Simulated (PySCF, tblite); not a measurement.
# C₄H₄F₃N₃: a rotation path, then NMR shifts on frames, part 2 of 2

tblite 0.8.0 and PySCF 2.14.0. Atoms count from 0.

## 5. Nuclear shieldings: image 2, PBE0/pcSseg-1

Job settings and geometry (Å):

```
{"job": {"kind": "nmr", "xc": "PBE0", "basis": "pcSseg-1", "pop": false}, "charge": 0, "multiplicity": 1}
C     -2.279100     0.702100     0.135800
N     -1.013800     0.040100     0.001900
C     -0.729800    -1.262500    -0.168500
N      0.570100    -1.440700    -0.206000
C      1.055000    -0.195400    -0.048000
C      2.510600     0.122500    -0.023600
F      2.824500     0.948100     0.986000
F      3.263400    -0.969600     0.115000
F      2.918200     0.731700    -1.150500
N      0.121900     0.725000     0.079800
H     -2.118700     1.760200    -0.060500
H     -2.997700     0.297200    -0.574900
H     -2.666800     0.582000     1.149700
H     -1.458400    -2.041200    -0.258300
```

With the program's defaults for keys left out, this is: GIAO PBE0/pcSseg-1 NMR shielding, non-relativistic, gas phase.

Standard output:

```text
coarse grid: 13272 points
cycle   1  E = -617.6778564833  dE =  2.105e+00  |g| = 9.540e-01  |ddm| = 3.585e+00
cycle   2  E = -617.4944482742  dE =  1.834e-01  |g| = 1.458e+00  |ddm| = 1.315e+00
cycle   3  E = -617.8384253786  dE = -3.440e-01  |g| = 8.902e-02  |ddm| = 7.880e-01
cycle   4  E = -617.8387050930  dE = -2.797e-04  |g| = 7.892e-02  |ddm| = 1.070e-01
cycle   5  E = -617.8399841233  dE = -1.279e-03  |g| = 1.769e-02  |ddm| = 6.367e-02
cycle   6  E = -617.8400412960  dE = -5.717e-05  |g| = 5.680e-03  |ddm| = 1.406e-02
cycle   7  E = -617.8400476774  dE = -6.381e-06  |g| = 1.446e-03  |ddm| = 4.491e-03
final grid: 134112 points
cycle   8  E = -617.9136513882  dE = -5.494e-05  |g| = 6.599e-03  |ddm| = 3.047e-02
cycle   9  E = -617.9136491436  dE =  2.245e-06  |g| = 7.907e-03  |ddm| = 1.054e-02
cycle  10  E = -617.9136608634  dE = -1.172e-05  |g| = 1.035e-03  |ddm| = 5.270e-03
cycle  11  E = -617.9136610432  dE = -1.798e-07  |g| = 3.149e-04  |ddm| = 8.598e-04
cycle  12  E = -617.9136610584  dE = -1.523e-08  |g| = 1.531e-04  |ddm| = 2.619e-04
cycle  13  E = -617.9136610625  dE = -4.064e-09  |g| = 2.942e-05  |ddm| = 1.123e-04
cycle  14  E = -617.9136610627  dE = -1.824e-10  |g| = 1.150e-05  |ddm| = 3.259e-05
converged SCF energy = -617.9136610627

GIAO shielding tensors (ppm)
atom      isotropic    diamagn.    paramagn.     s11        s22        s33       span
  0 C      150.073     244.140     -94.067    129.445    132.021    188.753     59.308
  1 N       30.605     335.655    -305.050    -95.896     64.813    122.899    218.795
  2 C       39.877     253.272    -213.395    -29.206     36.443    112.393    141.599
  3 N      -34.575     331.071    -365.646   -230.878    -93.760    220.912    451.790
  4 C       28.049     262.008    -233.959    -49.191     34.865     98.473    147.664
  5 C       57.822     236.985    -179.163     45.886     58.151     69.427     23.541
  6 F      246.331     471.592    -225.261    167.820    233.395    337.779    169.958
  7 F      260.694     467.866    -207.172    184.968    253.626    343.488    158.520
  8 F      238.523     470.785    -232.262    153.711    228.921    332.937    179.226
  9 N      -79.206     327.830    -407.036   -304.229    -82.113    148.722    452.951
 10 H       27.205      28.783      -1.578     22.054     26.968     32.594     10.539
 11 H       27.730      28.144      -0.414     23.230     26.512     33.448     10.219
 12 H       27.719      28.082      -0.363     23.953     25.084     34.120     10.167
 13 H       23.770      31.429      -7.659     20.456     24.187     26.667      6.211
```

Wall time 18 s (1 thread of AMD EPYC 9R14, shared host); peak memory 0.85 GiB.

In short: δ C4 158.9, C2 147.0, C5 129.1, C0 36.9, H13 7.95, H10 4.51 ppm.

## 6. Nuclear shieldings: image 5, PBE0/pcSseg-1

Job settings and geometry (Å):

```
{"job": {"kind": "nmr", "xc": "PBE0", "basis": "pcSseg-1", "pop": false}, "charge": 0, "multiplicity": 1}
C     -2.282400     0.708800    -0.003300
N     -1.014800     0.037800    -0.005100
C     -0.724800    -1.272400     0.071200
N      0.575800    -1.448700     0.064900
C      1.054800    -0.193500    -0.018800
C      2.510100     0.124500    -0.044500
F      3.013500     0.264500     1.194500
F      3.227600    -0.829600    -0.643800
F      2.765700     1.268200    -0.691700
N      0.117800     0.730200    -0.060000
H     -2.122500     1.711400    -0.394500
H     -2.996800     0.176200    -0.629000
H     -2.674600     0.779900     1.013300
H     -1.449900    -2.057700     0.124600
```

Level: GIAO PBE0/pcSseg-1 NMR shielding, non-relativistic, gas phase.

Standard output:

```text
coarse grid: 13272 points
cycle   1  E = -617.6785143481  dE =  2.105e+00  |g| = 9.533e-01  |ddm| = 3.587e+00
cycle   2  E = -617.4952851240  dE =  1.832e-01  |g| = 1.457e+00  |ddm| = 1.316e+00
cycle   3  E = -617.8388346577  dE = -3.435e-01  |g| = 8.979e-02  |ddm| = 7.877e-01
cycle   4  E = -617.8391246735  dE = -2.900e-04  |g| = 7.947e-02  |ddm| = 1.079e-01
cycle   5  E = -617.8404223578  dE = -1.298e-03  |g| = 1.768e-02  |ddm| = 6.413e-02
cycle   6  E = -617.8404794691  dE = -5.711e-05  |g| = 5.653e-03  |ddm| = 1.403e-02
cycle   7  E = -617.8404857849  dE = -6.316e-06  |g| = 1.452e-03  |ddm| = 4.477e-03
final grid: 134112 points
cycle   8  E = -617.9140318127  dE = -5.597e-05  |g| = 6.582e-03  |ddm| = 3.182e-02
cycle   9  E = -617.9140297165  dE =  2.096e-06  |g| = 7.856e-03  |ddm| = 1.067e-02
cycle  10  E = -617.9140412587  dE = -1.154e-05  |g| = 1.030e-03  |ddm| = 5.279e-03
cycle  11  E = -617.9140414353  dE = -1.766e-07  |g| = 3.068e-04  |ddm| = 8.536e-04
cycle  12  E = -617.9140414497  dE = -1.442e-08  |g| = 1.515e-04  |ddm| = 2.618e-04
cycle  13  E = -617.9140414538  dE = -4.013e-09  |g| = 2.797e-05  |ddm| = 1.138e-04
cycle  14  E = -617.9140414539  dE = -1.689e-10  |g| = 1.009e-05  |ddm| = 3.050e-05
converged SCF energy = -617.9140414539

GIAO shielding tensors (ppm)
atom      isotropic    diamagn.    paramagn.     s11        s22        s33       span
  0 C      150.133     244.155     -94.022    129.447    132.141    188.811     59.364
  1 N       32.506     335.641    -303.135    -92.675     66.048    124.146    216.820
  2 C       39.192     253.289    -214.098    -30.354     36.189    111.740    142.094
  3 N      -34.063     331.247    -365.310   -230.986    -93.636    222.433    453.419
  4 C       28.248     261.990    -233.742    -48.767     35.010     98.502    147.269
  5 C       57.908     236.937    -179.029     45.998     58.632     69.096     23.099
  6 F      237.418     470.375    -232.957    150.771    229.874    331.609    180.839
  7 F      254.614     468.289    -213.675    178.175    246.091    339.575    161.400
  8 F      256.766     471.489    -214.723    178.972    246.002    345.325    166.353
  9 N      -78.938     327.709    -406.647   -301.320    -82.601    147.105    448.425
 10 H       27.208      28.804      -1.597     22.029     26.994     32.601     10.572
 11 H       27.747      28.158      -0.411     23.256     26.506     33.479     10.223
 12 H       27.732      28.078      -0.346     23.923     25.125     34.147     10.223
 13 H       23.735      31.418      -7.683     20.422     24.165     26.619      6.197
```

Wall time 18 s (1 thread of AMD EPYC 9R14, shared host); peak memory 0.85 GiB.

This run: δ C4 158.7, C2 147.7, C5 129.0, C0 36.8, H13 7.98, H10 4.51 ppm.

## 7. NMR shieldings: image 8, PBE0/pcSseg-1

Job settings and geometry (Å):

```
{"job": {"kind": "nmr", "xc": "PBE0", "basis": "pcSseg-1", "pop": false}, "charge": 0, "multiplicity": 1}
C     -2.285700     0.687600    -0.144400
N     -1.013200     0.040100    -0.013900
C     -0.722900    -1.233100     0.304000
N      0.577200    -1.404400     0.344500
C      1.056800    -0.183200     0.041200
C      2.512800     0.121700    -0.053800
F      3.213600    -0.424200     0.946900
F      3.049700    -0.341300    -1.195500
F      2.754100     1.437300    -0.024400
N      0.119200     0.713600    -0.183800
H     -2.134800     1.611900    -0.698300
H     -2.981300     0.041300    -0.677800
H     -2.693700     0.924700     0.840000
H     -1.452300    -1.992400     0.493300
```

With the program's defaults for keys left out, this is: GIAO PBE0/pcSseg-1 NMR shielding, non-relativistic, gas phase.

Standard output:

```text
coarse grid: 13272 points
cycle   1  E = -617.6790714569  dE =  2.104e+00  |g| = 9.534e-01  |ddm| = 3.591e+00
cycle   2  E = -617.4956145405  dE =  1.835e-01  |g| = 1.458e+00  |ddm| = 1.318e+00
cycle   3  E = -617.8394610531  dE = -3.438e-01  |g| = 8.941e-02  |ddm| = 7.871e-01
cycle   4  E = -617.8397424977  dE = -2.814e-04  |g| = 7.930e-02  |ddm| = 1.077e-01
cycle   5  E = -617.8410343137  dE = -1.292e-03  |g| = 1.771e-02  |ddm| = 6.414e-02
cycle   6  E = -617.8410916866  dE = -5.737e-05  |g| = 5.631e-03  |ddm| = 1.403e-02
cycle   7  E = -617.8410979617  dE = -6.275e-06  |g| = 1.441e-03  |ddm| = 4.453e-03
final grid: 134112 points
cycle   8  E = -617.9142457714  dE = -5.342e-05  |g| = 6.617e-03  |ddm| = 3.038e-02
cycle   9  E = -617.9142435100  dE =  2.261e-06  |g| = 7.939e-03  |ddm| = 1.056e-02
cycle  10  E = -617.9142552758  dE = -1.177e-05  |g| = 1.023e-03  |ddm| = 5.305e-03
cycle  11  E = -617.9142554523  dE = -1.765e-07  |g| = 2.864e-04  |ddm| = 8.394e-04
cycle  12  E = -617.9142554645  dE = -1.223e-08  |g| = 1.446e-04  |ddm| = 2.383e-04
cycle  13  E = -617.9142554681  dE = -3.614e-09  |g| = 2.802e-05  |ddm| = 1.081e-04
cycle  14  E = -617.9142554683  dE = -1.705e-10  |g| = 9.519e-06  |ddm| = 3.066e-05
converged SCF energy = -617.9142554683

GIAO shielding tensors (ppm)
atom      isotropic    diamagn.    paramagn.     s11        s22        s33       span
  0 C      150.323     244.150     -93.827    129.710    132.379    188.881     59.170
  1 N       33.489     335.676    -302.187    -91.751     67.072    125.146    216.897
  2 C       38.683     253.358    -214.675    -31.057     36.049    111.056    142.113
  3 N      -33.620     331.361    -364.981   -231.526    -93.194    223.860    455.386
  4 C       28.338     262.005    -233.666    -48.345     35.213     98.148    146.493
  5 C       57.873     236.894    -179.021     46.081     58.927     68.611     22.530
  6 F      249.968     468.697    -218.729    171.782    241.025    337.098    165.316
  7 F      239.045     469.890    -230.845    153.391    231.510    332.234    178.843
  8 F      261.308     471.462    -210.153    182.595    252.468    348.862    166.268
  9 N      -79.159     327.537    -406.697   -301.507    -83.156    147.186    448.692
 10 H       27.230      28.778      -1.548     22.108     26.959     32.623     10.515
 11 H       27.734      28.171      -0.437     23.193     26.525     33.485     10.292
 12 H       27.746      28.094      -0.348     23.909     25.171     34.158     10.249
 13 H       23.725      31.474      -7.749     20.423     24.107     26.644      6.221
```

Run time: 18 s. Hardware: 1 thread of AMD EPYC 9R14, shared host; peak memory 0.85 GiB.

Key values: δ C4 158.6, C2 148.2, C5 129.1, C0 36.6, H13 7.99, H10 4.49 ppm.

## 8. Comparing the runs: NMR shifts

Shifts (ppm) of some atoms, chosen among heavy atoms and hydrogens apart, with basis size and wall time:

```tsv
frame	C2	H13	H10	N1	F8	F7	F6	functions	time
image 0	148.3	8.00	4.48	234.2	-68.1	-79.1	-90.5	190	23 s
image 1	147.6	7.98	4.51	235.7	-67.0	-84.8	-83.4	190	17 s
image 2	147.0	7.95	4.51	237.1	-67.6	-89.7	-75.4	190	18 s
image 5	147.7	7.98	4.51	235.2	-85.8	-83.7	-66.5	190	18 s
image 8	148.2	7.99	4.49	234.2	-90.4	-68.1	-79.0	190	18 s
```

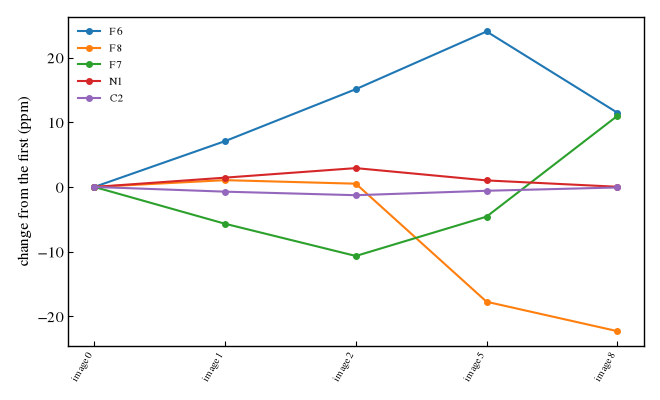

How five of the tabulated atoms move from run to run.

## 9. Outcome

What follows sums up all 2 parts.

```
                                         quantity                               value
                                          barrier  0.002 eV (0.0 kcal/mol) at image 2
                            end to end (GFN2-xTB)                            0.000 eV
  13C shifts against TMS (PBE0/pcSseg-1, image 0)       158.6, 148.3, 129.0, 36.5 ppm
   1H shifts against TMS (PBE0/pcSseg-1, image 0)          8.00, 4.48, 3.98, 3.97 ppm
  15N shifts against NH3 (PBE0/pcSseg-1, image 0)             346.8, 301.3, 234.2 ppm
19F shifts against CFCl3 (PBE0/pcSseg-1, image 0)             -68.1, -79.1, -90.5 ppm
            surface potential, least and greatest                  -1.58 V and 1.88 V
                         range of the shift of F6                  -90.5 to -66.5 ppm
```

**Reading.** Along the band the dihedral turns by 120°, and the top (dihedral -14°) lies 0.0 kcal/mol above the start (GFN2-xTB, rough), so at room temperature this motion is fast. The top was not checked by a frequency run. Shifts at one fixed geometry are not the observed spectrum, which averages over the motion. NICS(1)zz of -32 ppm above the planar ring from N1 marks a diatropic (aromatic) ring current. At PBE0/pcSseg-1, counted by nearest atom on the grid, the HOMO lies on C2, C4 about 23 % each; N9 23 %, the LUMO on N9 26 %; N1 20 %. Across the 5 runs the shift of F6 moves most, between -90.5 (image 0) and -66.5 ppm (image 5).
